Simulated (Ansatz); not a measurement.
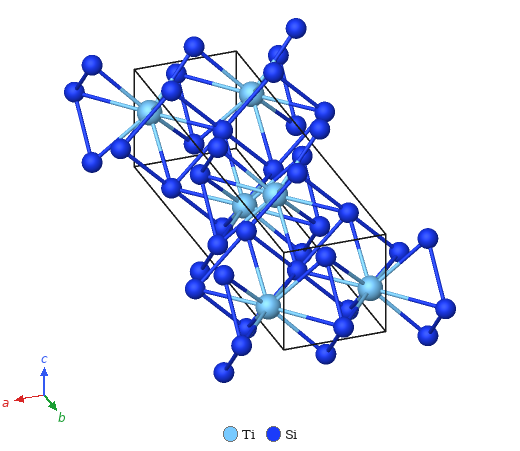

TiSi2, space group Cmcm (No. 63), a = 3.548 Å, b = 13.558 Å, c = 3.579 Å, α = 90.00°, β = 90.00°, γ = 90.00°

| site | Wyckoff | x | y | z |
| --- | --- | --- | --- | --- |
| Ti | 4c | 0.5000 | 0.6031 | 0.7500 |
| Si1 | 4c | 0.5000 | 0.9408 | 0.7500 |
| Si2 | 4c | 0.0000 | 0.7502 | 0.7500 |

Origin: the geometry relaxed with DFT PBE, scalar-relativistic, plane waves, PAW (Ansatz 0.2.0).

Compute the Voronoi cell of each site (no radii): faces and volume.

| site | faces above 1 % of the sphere | volume (Å³) | solid angle by neighbour (%) |
| --- | --- | --- | --- |
| Ti | 12 | 14.41 | Si 95 Ti 5 |
| Si1 | 12 | 14.30 | Ti 59 Si 41 |
| Si2 | 12 | 14.33 | Si 65 Ti 35 |

Weighted by multiplicity the volumes add up to the cell volume, 172.2 Å³.

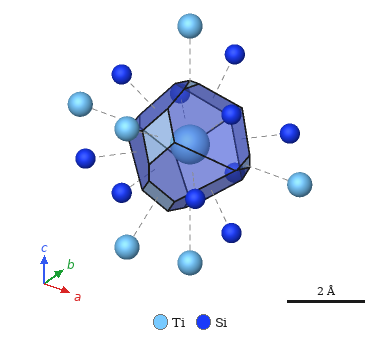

The computed Voronoi cell of Ti, with the neighbours that bound it.
